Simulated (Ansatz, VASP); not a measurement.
**MgTiS3: VASP beside Ansatz**

Wanted: the spread between two codes on one cell, functional and k mesh. The cell is invented: As first built, before any earlier steps moved the atoms: S for O, Mg for Ba in the BaTiO3 structure of space group P4mm. It may not be a known or stable phase. The structure shown is the end of the Ansatz relaxation below.

Main program and level: Ansatz 0.2.0; plane waves, with VASP 6.6.1 beside it; single point at PBEsol and single point at LDA.

## (1) Set-up

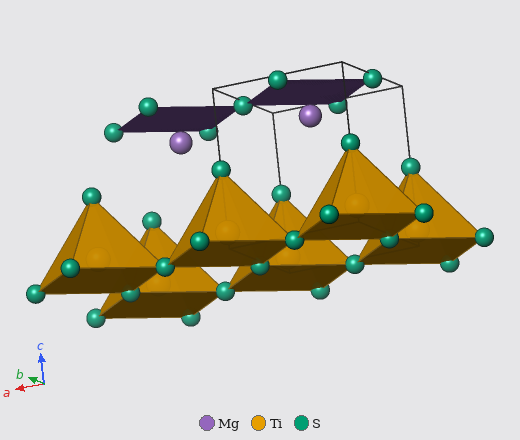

Start, viewed from a free direction; magnesium purple, titanium orange, sulfur teal. 2×1×1 cells are drawn. Some periodic images of atoms are drawn too.

As a file:

```cif
data_structure
_symmetry_space_group_name_H-M 'P 1'
_symmetry_Int_Tables_number 1
_cell_length_a 4.6853
_cell_length_b 4.6853
_cell_length_c 5.3991
_cell_angle_alpha 90.000
_cell_angle_beta 90.000
_cell_angle_gamma 90.000
_cell_volume 118.52
loop_
_atom_site_label
_atom_site_type_symbol
_atom_site_fract_x
_atom_site_fract_y
_atom_site_fract_z
_atom_site_occupancy
Mg1 Mg 0.50000 0.50000 0.82333 1
Ti2 Ti 0.00000 0.00000 0.10257 1
S3 S 0.00000 0.50000 0.97088 1
S4 S 0.50000 0.00000 0.97088 1
S5 S 0.00000 0.00000 0.49232 1
```

## (2) Ansatz: relaxation, PBEsol

Ansatz runs on its default PAW (the set named soft_2) files.

This run makes the geometry at which the two programs are then compared.

Input file input.yaml:

```yaml
crystal:
  lattice:
    - [4.0233432713, 0.0, 0.0]
    - [0.0, 4.0233432713, 0.0]
    - [0.0, 0.0, 4.1365469518]
  atoms:
    - { symbol: Mg, position: [0.5, 0.5, 0.58254146] }
    - { symbol: Ti, position: [0.0, 0.0, 0.1000427] }
    - { symbol: S, position: [0.0, 0.5, 0.06422054] }
    - { symbol: S, position: [0.5, 0.0, 0.06422054] }
    - { symbol: S, position: [0.0, 0.0, 0.54897175] }
kpoints:
  mp_grid: { grid: [6, 6, 6] }
scf:
  occupations: { method: gaussian, width: 0.03 }
hamiltonian:
  xc: pbesol
output:
  forces: true
  stress: true
relax:
  f_tol: 0.02
  max_steps: 60
  cell: {}
```

The run is started by

```console
$ ansatz run input.yaml --threads 2 --pin off --max-ram 4096MiB --backend cpu --events-out ev --progress --plain --runs-dir out
```

Numbers of over 12 decimals in the logs are rounded to 6 here.

The program printed:

```text
Engine: ansatz 0.2.0, aarch64-unknown-linux-gnu
Pseudopotentials: kind: paw
Pseudopotential: Mg, paw, valence charge 10, recommended cutoff 420 eV (normal), Mg.paw.azcp
Pseudopotential: Ti, paw, valence charge 12, recommended cutoff 420 eV (normal), Ti.paw.azcp
Pseudopotential: S, paw, valence charge 6, recommended cutoff 420 eV (normal), S.paw.azcp
Functional definition: PBEsol
  exchange = pbesol_x
  correlation = pbesol_c
Crystal: 5 atoms, lattice volume = 66.959 Å³
Basis set: ecut = 420 eV, 1325 PW (Γ), exchange–correlation on 54×54×60 points (8 copies of the dense FFT grid, shifted against one another)
Bands: 25, of which v1, the nominal top of the filled ones, is band 20 counted from 1 (19 counted from 0)
Symmetry: 8 space group operations
Space group: P4mm (ITA 99), of the structure as read, at distance tolerance 4.1e-5 Å
k-points: 40 of 216 (time reversal used)
Non-local potential: Mg, projectors of the file, l = 0: 3, l = 1: 2, l = 2: 1
Non-local potential: Ti, projectors of the file, l = 0: 3, l = 1: 2, l = 2: 3, l = 3: 1
Non-local potential: S, projectors of the file, l = 0: 2, l = 1: 2, l = 2: 2
PAW form: soft (Blöchl's): semilocal exchange-correlation on the pseudo side does not see the compensation charge
PAW frozen core: Mg, regenerated for the run's functional, and the local potential with it (the file was generated under x = pbe(κ = 0.804, μ = 0.219515), c = pbe(β = 0.066725))
PAW frozen core: Ti, regenerated for the run's functional, and the local potential with it (the file was generated under x = pbe(κ = 0.804, μ = 0.219515), c = pbe(β = 0.066725))
PAW frozen core: S, regenerated for the run's functional, and the local potential with it (the file was generated under x = pbe(κ = 0.804, μ = 0.219515), c = pbe(β = 0.066725))
PAW one-centre angular grid: Mg, 110 points (default); XC on 64 Gauss nodes
PAW one-centre angular grid: Ti, 590 points (default); XC on 64 Gauss nodes
PAW one-centre angular grid: S, 110 points (default); XC on 64 Gauss nodes
Initial density: superposition of atomic densities (neutral atoms: chi_scale 0, normalization atom), corrected by the library's trained network
Initial wavefunctions: pseudopotential atomic-orbital guess
Functional: x = pbesol(κ = 0.804, μ = 0.123457), c = pbesol(β = 0.046)
SCF iter   1: F=—  HF=-7038.184669 eV  |F-HF|=—  |Δ(HF+E_count)|=         —  Δρ=5.87e-3  dr2=1.58e-2  ethr=1.77e-3  ⟨swp⟩=6.2  Hψ=4985  notcnv=0
preconditioner: auto → Resta (q_TF=auto, 2.504 Å⁻¹)  ε∞=7.1  [insulator: Δε(μ)=0.052 eV  Ē_g=8.993 eV  σ=0.030 eV  W_gap=0.77  n_scr=18 (ndim 8)  ℏωp=22.2 eV  f_vac=0.000  D(μ)=0.93/eV (n_scr^D=6)  ε∞_Penn≈7.1]
SCF iter   2: F=—  HF=-7038.177632 eV  |F-HF|=—  |Δ(HF+E_count)|=   7.04e-3  Δρ=3.49e-3  dr2=7.63e-3  ethr=3.96e-5  ⟨swp⟩=2.5  Hψ=1929  notcnv=0  defer=31
SCF iter   3: F=—  HF=-7038.177182 eV  |F-HF|=—  |Δ(HF+E_count)|=   4.50e-4  Δρ=4.91e-4  dr2=1.12e-4  ethr=1.91e-5  ⟨swp⟩=2.0  Hψ=1578  notcnv=0  defer=31
SCF iter   4: F=—  HF=-7038.177177 eV  |F-HF|=—  |Δ(HF+E_count)|=   4.95e-6  Δρ=1.75e-4  dr2=2.14e-5  ethr=2.79e-7  ⟨swp⟩=2.4  Hψ=1457  notcnv=0  defer=31
SCF iter   5: F=—  HF=-7038.177201 eV  |F-HF|=—  |Δ(HF+E_count)|=   2.40e-5  Δρ=3.11e-5  dr2=1.05e-6  ethr=5.36e-8  ⟨swp⟩=2.0  Hψ=1253  notcnv=0  defer=31
SCF iter   6: F=-7038.177201 eV  HF=-7038.177201 eV  |F-HF|=1.83e-8  |Δ(HF+E_count)|=   1.63e-7  Δρ=8.99e-6  dr2=5.66e-8  ethr=2.50e-10  ⟨swp⟩=5.0  Hψ=3829  notcnv=0
SCF 1 converged in 6 iterations: F = -7038.177201 eV  dr2 = 5.66e-8
  greatest PAW one-centre occupation: 1.000 electrons in one spin orbital (limit 2), on the Mg atom at site 0 (counted from 0), in its partial waves of l = 0
relax step   1: F+E_penalty+E_count = -7038.17720052 eV  Δ(F+E_penalty+E_count) = +0.000e0 eV  max|allowed force component| = 9.886e0 eV/Å  Δτ_max = 0.0000 Å  P = +77.466 GPa  Ω = 66.959 Å³  (6 SCF iters, dr2 threshold 1.00e-7 eV, accepted)
[...]
relax step  22: F+E_penalty+E_count = -7045.83560749 eV  Δ(F+E_penalty+E_count) = -2.676e-3 eV  max|allowed force component| = 2.792e-3 eV/Å  Δτ_max = 0.0000 Å  P = +0.037 GPa  Ω = 117.777 Å³  stress off target by 1.09e-1 GPa  SCF on the basis re-selected at this cell (its energy is not comparable with the rows above)  (8 SCF iters)
[...]
relax step  23: F+E_penalty+E_count = -7045.83579265 eV  Δ(F+E_penalty+E_count) = -1.852e-4 eV  max|allowed force component| = 3.530e-3 eV/Å  Δτ_max = 0.0031 Å  P = +0.028 GPa  Ω = 117.997 Å³  energy of the carried Pulay correction = -8.721e-6 eV  (6 SCF iters, dr2 threshold 2.97e-8 eV, accepted)
[...]
relax step  24: F+E_penalty+E_count = -7045.83596711 eV  Δ(F+E_penalty+E_count) = -1.745e-4 eV  max|allowed force component| = 3.969e-3 eV/Å  Δτ_max = 0.0070 Å  P = +0.003 GPa  Ω = 118.520 Å³  energy of the carried Pulay correction = -3.041e-5 eV  (8 SCF iters, dr2 threshold 1.35e-8 eV, accepted)
[...]
relax step  25: F+E_penalty+E_count = -7045.83599926 eV  Δ(F+E_penalty+E_count) = -3.214e-5 eV  max|allowed force component| = 3.930e-3 eV/Å  Δτ_max = 0.0000 Å  P = +0.003 GPa  Ω = 118.520 Å³  stress off target by 6.29e-3 GPa  SCF on the basis re-selected at this cell (its energy is not comparable with the rows above)  (7 SCF iters)
basis re-selected at this cell: Δ(F+E_penalty+E_count) = -3.214e-5 eV, ΔP = -0.000 GPa vs the last step (what re-selecting the basis moved, of the pressure what is left beyond the Pulay correction that the steps carried, after the strain that the cell walked since its last selection, with what the two solves' SCF thresholds leave and, on support functions, any second-order correction that the steps lacked; it is no measure of the basis error at this ecutwfc). The dense FFT grid was sized anew with the basis: this SCF ran on 32×32×40 points, the steps before it on 32×32×36, so part of this shift can come from that change (see relax.cell in the input reference). [rest of the remark cut]
SCF converged after 7 iterations
Free energy (F): -7045.835999 eV
Harris-Foulkes:  -7045.835999 eV  (|F-HF|=2.09e-11)
Internal energy: -7045.835999 eV  (E = F + TS)
E sigma→0 (E₀):  -7045.835999 eV
Fermi energy:    4.846059 eV
--- Per-component energies (eV) ---
  E_band       = -647.144309
  E_kinetic    = 669.731057
  E_local      = -3793.160429  (includes V_loc(G=0)·N_el)
  E_nonlocal   = 189.880465
  E_hartree    = 1459.924190
  E_xc         = -414.393925
  E_vxc        = -421.558059  (∫ρ·V_xc dr)
  E_paw        = -3056.004533  (= ΣΔE_a)
  E_vpaw       = -211.885988  (= ΣTr[D̂ρ^β])
  E_aug_tail   = 0.000120  (compensation charges beyond the density's cutoff)
  E_ewald      = -2102.197037
  E_core_change = 0.384094  (= ΣΔE_core)
  E_smearing   = -0.000000  (= −TS)
  E_closure    = -0.000000  (closes the sum)
  Σ components = -7045.835999   (vs F -7045.835999, Δ=0.00e0)
--- Forces (eV/Å), atoms counted from 1 ---
  atom   1  Mg    -0.00000000     0.00000000     0.00096509
  atom   2  Ti    -0.00000000     0.00000000    -0.00393092
  atom   3  S     -0.00000000     0.00000000     0.00079224
  atom   4  S      0.00000000     0.00000000     0.00079224
  atom   5  S     -0.00000000     0.00000000     0.00137731
  max |Σ_I F_I| component: 4.04e-6 eV/Å
--- Stress (GPa, compression-positive) ---
        0.001045       0.000000      -0.000000
        0.000000       0.001045      -0.000000
       -0.000000       0.000000       0.006288
  P = ⅓ Tr σ = 0.0028 GPa (0.028 kbar)
--- Relaxed structure (22 steps of the walk, 20 accepted, 3 SCFs on fresh bases) ---
  F+E_penalty+E_count = -7045.83599926 eV   max|allowed force component| = 3.930e-3 eV/Å   (the final SCF, on the basis selected at the relaxed cell)
  cell:  # Å, volume = 118.5200 Å³
    - [4.685276, 0, 2.937039026764159e-16]
    - [0, 4.685276, 0]
    - [3.019677669599725e-16, 0, 5.399099]
  atoms:
    - { symbol: Mg, position: [0.500000, 0.5, 0.823333] }
    - { symbol: Ti, position: [5.05470337205985e-19, 0, 0.102573] }
    - { symbol: S, position: [-1.8644380755267464e-17, 0.5, -0.029115] }
    - { symbol: S, position: [0.5, 0, -0.029115] }
    - { symbol: S, position: [-1.1316273714312349e-17, 0, 0.492321] }
```

## (3) VASP: single point, PBEsol

The same cell, functional, mesh and smearing now go to VASP, with its own data sets and cutoff.

Lines of VASP's logs that name or quote its potential files are left out, and so is its time.

Input file INCAR:

```
SYSTEM = MgTiS3
PREC = Accurate
ENCUT = 400
EDIFF = 1E-06
NELM = 100
ISMEAR = 0
SIGMA = 0.03
LREAL = .FALSE.
ALGO = Normal
GGA = PS
NBANDS = 22
LASPH = .TRUE.
LORBIT = 11
LWAVE = .FALSE.
LCHARG = .FALSE.
KPAR = 2
ISIF = 2
```

Input file POSCAR:

```
MgTiS3
1.0
    4.6852756375      0.0000000000      0.0000000000
    0.0000000000      4.6852756375      0.0000000000
    0.0000000000      0.0000000000      5.3990990186
Mg Ti S
1 1 3
Direct
    0.5000000000      0.5000000000      0.8233334296
    0.0000000000      0.0000000000      0.1025731428
    0.0000000000      0.5000000000      0.9708846195
    0.5000000000      0.0000000000      0.9708846195
    0.0000000000      0.0000000000      0.4923211786
```

Input file KPOINTS:

```
Automatic mesh
0
Gamma
6 6 6
0 0 0
```

Potentials, in the order of the species: Mg, Ti_sv and S (PBE family, release 64).

The run is started by

```console
$ mpirun -np 2 vasp_std
```

The program printed:

```text
[banner, memory and clock lines left out]
running    2 mpi-ranks, on    1 nodes
 distrk:  each k-point on    1 cores,    2 groups
 distr:  one band on    1 cores,    1 groups

 POSCAR found type information on POSCAR MgTiS
 POSCAR found :  3 types and       5 ions
|                                                                             |
|               ----> ADVICE to this user running VASP <----                  |
|                                                                             |
|     You enforced a specific xc type in the INCAR file but a different       |
|     [... a line on the potential file left out ...]
|     I HOPE YOU KNOW WHAT YOU ARE DOING!                                     |
|                                                                             |

 LDA part: xc-table for (Slater+PW92), standard interpolation
 POSCAR, INCAR and KPOINTS ok, starting setup
 FFT: planning ... GRIDC
 FFT: planning ... GRID_SOFT
 FFT: planning ... GRID
 WAVECAR not read
 entering main loop
       N       E                     dE             d eps       ncg     rms          rms(c)
DAV:   1     0.230340541305E+03    0.23034E+03   -0.11678E+04  1776   0.111E+03
DAV:   2    -0.480449780101E+01   -0.23515E+03   -0.22380E+03  2214   0.299E+02
DAV:   3    -0.316386076882E+02   -0.26834E+02   -0.26418E+02  3004   0.934E+01
DAV:   4    -0.329086783351E+02   -0.12701E+01   -0.12671E+01  2470   0.189E+01
DAV:   5    -0.329636024450E+02   -0.54924E-01   -0.54921E-01  2544   0.346E+00    0.149E+01
DAV:   6    -0.300386351168E+02    0.29250E+01   -0.17923E+01  2516   0.446E+01    0.140E+01
DAV:   7    -0.289261220151E+02    0.11125E+01   -0.10115E+01  2414   0.384E+01    0.748E+00
DAV:   8    -0.283676355848E+02    0.55849E+00   -0.94139E-01  2108   0.124E+01    0.233E+00
DAV:   9    -0.283838840442E+02   -0.16248E-01   -0.26176E-01  2390   0.327E+00    0.156E+00
DAV:  10    -0.283625315041E+02    0.21353E-01   -0.53382E-02  2370   0.296E+00    0.452E-01
DAV:  11    -0.283646339783E+02   -0.21025E-02   -0.40722E-03  1876   0.700E-01    0.369E-01
DAV:  12    -0.283651418401E+02   -0.50786E-03   -0.26204E-03  2368   0.589E-01    0.863E-02
DAV:  13    -0.283653597605E+02   -0.21792E-03   -0.41098E-04  2034   0.162E-01    0.494E-02
DAV:  14    -0.283654200930E+02   -0.60333E-04   -0.12790E-04  2150   0.734E-02    0.226E-02
DAV:  15    -0.283654590746E+02   -0.38982E-04   -0.42367E-05  1876   0.407E-02    0.677E-03
DAV:  16    -0.283654653676E+02   -0.62929E-05   -0.79896E-06  1962   0.135E-02    0.483E-03
DAV:  17    -0.283654660004E+02   -0.63284E-06   -0.12032E-06  1614   0.769E-03
   1 F= -.28365466E+02 E0= -.28365466E+02  d E =-.222489E-48
```

OUTCAR, selected parts (step 3):

```text
ion  position               nearest neighbor table
   1  0.500  0.500  0.823-   3 2.47   4 2.47   4 2.47   3 2.47
   2  0.000  0.000  0.103-   5 2.10   4 2.45   3 2.45   3 2.45   4 2.45
   3  0.000  0.500  0.971-   2 2.45   2 2.45   1 2.47   1 2.47
   4  0.500  0.000  0.971-   2 2.45   2 2.45   1 2.47   1 2.47
   5  0.000  0.000  0.492-   2 2.10

  LATTYP: Found a simple tetragonal cell.
 ALAT       =     4.6852756375
 C/A-ratio  =     1.1523546182

 Subroutine GETGRP returns: Found  8 space group operations
 (whereof  8 operations were pure point group operations)

The static configuration has the point symmetry C_4v.

 Found     40 irreducible k-points:

   k-points           NKPTS =     40   k-points in BZ     NKDIM =     40   number of bands    NBANDS=     22

   dimension x,y,z NGX =    32 NGY =   32 NGZ =   36
   dimension x,y,z NGXF=    64 NGYF=   64 NGZF=   72

   ENCUT  =  400.0 eV  29.40 Ry    5.42 a.u.   7.64  7.64  8.80*2*pi/ulx,y,z

   NELECT =      32.0000    total number of electrons

 k-points in reciprocal lattice and weights: Automatic mesh
   0.00000000  0.00000000  0.00000000       0.005
   0.16666667  0.00000000  0.00000000       0.019
   0.33333333  0.00000000  0.00000000       0.019
   0.50000000  0.00000000  0.00000000       0.009
   0.16666667  0.16666667  0.00000000       0.019
   0.33333333  0.16666667  0.00000000       0.037
   0.50000000  0.16666667  0.00000000       0.019
   0.33333333  0.33333333  0.00000000       0.019
   0.50000000  0.33333333  0.00000000       0.019
[...]
0.50000000  0.33333333  0.50000000       0.019
   0.50000000  0.50000000  0.50000000       0.005

 average (electrostatic) potential at core
       1 -38.7053       2 -78.1898       3 -87.9423       4 -87.9423       5 -87.5875

 E-fermi :   2.9046

 k-point     1 :       0.0000    0.0000    0.0000
  band No.  band energies     occupation
    ...
     12       1.3440      2.00000
     13       1.3440      2.00000
     14       1.4608      2.00000
     15       1.6828      2.00000
     16       1.6828      2.00000
     17       3.2102      0.00000
     18       4.3316      0.00000
     19       5.2788      0.00000
     20       5.2788      0.00000
     21       5.3651      0.00000
    ...

 k-point     2 :       0.1667    0.0000    0.0000
  band No.  band energies     occupation
    ...
     12       1.0867      2.00000
     13       1.2477      2.00000
     14       1.3908      2.00000
     15       1.4383      2.00000
     16       1.5347      2.00000
     17       3.6503      0.00000
     18       4.3725      0.00000
     19       4.7935      0.00000
     20       5.2969      0.00000
     21       5.8496      0.00000
    ...

 k-point     3 :       0.3333    0.0000    0.0000
  band No.  band energies     occupation
    ...
     12       0.2849      2.00000
     13       0.9340      2.00000
     14       1.0164      2.00000
     15       1.4410      2.00000
     16       1.4592      2.00000
     17       4.1952      0.00000
     18       4.2227      0.00000
     19       5.1014      0.00000
     20       5.3367      0.00000
     21       5.8298      0.00000
    ...

  Total       -0.0837451     -0.0837451     -0.0417801      0.0000000      0.0000000      0.0000000
  in kB       -1.1320831     -1.1320831     -0.5647923      0.0000000      0.0000000      0.0000000
  external PRESSURE =      -0.9429861 kB  Pullay stress =       0.0000000 kB

  energy-cutoff  :      400.00
  volume of cell :      118.52
      direct lattice vectors                 reciprocal lattice vectors
     4.685275638  0.000000000  0.000000000     0.213434615  0.000000000  0.000000000
     0.000000000  4.685275638  0.000000000     0.000000000  0.213434615  0.000000000
     0.000000000  0.000000000  5.399099019     0.000000000  0.000000000  0.185216088

 POSITION                                       TOTAL-FORCE (eV/Angst)
 -----------------------------------------------------------------------------------
      2.34264      2.34264      4.44526         0.000000      0.000000      0.019996
      0.00000      0.00000      0.55380         0.000000     -0.000000     -0.020492
      0.00000      2.34264      5.24190        -0.000000     -0.000000     -0.010913
      2.34264      0.00000      5.24190         0.000000     -0.000000     -0.010913
      0.00000      0.00000      2.65809         0.000000     -0.000000      0.022322
 -----------------------------------------------------------------------------------
    total drift:                               -0.000000      0.000000      0.000909

  FREE ENERGIE OF THE ION-ELECTRON SYSTEM (eV)
  ---------------------------------------------------
  free  energy   TOTEN  =       -28.3654660004 eV

  energy  without entropy=      -28.3654660004  energy(sigma->0) =      -28.36546600

 total charge
# of ion       s       p       d       tot
------------------------------------------
    1        0.146   0.122   0.040   0.308
    2        2.205   6.165   1.897  10.267
    3        1.320   2.459   0.000   3.779
    4        1.320   2.459   0.000   3.779
    5        1.358   2.348   0.000   3.706
--------------------------------------------------
tot          6.350  13.553   1.937  21.839

[... 3 further parts left out ...]
```

The run ends at a pressure of -0.09 GPa, with forces up to 0.022 eV/Å.

## (4) Comparison

Known differences besides the PAW data sets themselves: the data sets hold 40 valence electrons in Ansatz (default PAW (the set named soft_2) files) and 32 in VASP; the cutoff is 420 eV in Ansatz and 400 eV in VASP; Ansatz makes its cores anew for this functional, VASP keeps those of its PBE data sets; Ansatz's pressure holds a Pulay correction, VASP's none. Total energies have different zeros and are not compared.

Compared:

```csv
quantity,Ansatz,VASP,difference
pressure (GPa),0.00,-0.09,+0.10
gap on the k mesh (eV),0.613,0.611,+0.002
```

At this near-relaxed geometry the largest component of a force difference is 21 meV/Å.

(Part 1 of 2 ends here.)

[Lines on the potential files, build, host, timing and source positions are cut from VASP's logs without a mark.]

[Logs are printed without paths, hosts, clocks, repeated set-up lines and the standing remarks that a program may print on its own settings, such as how far it seeks lower states.]

[Hosts, paths, dates, database ids (printed as entryN), source tags and the programs' standing remarks are cut or masked in the printed files.]
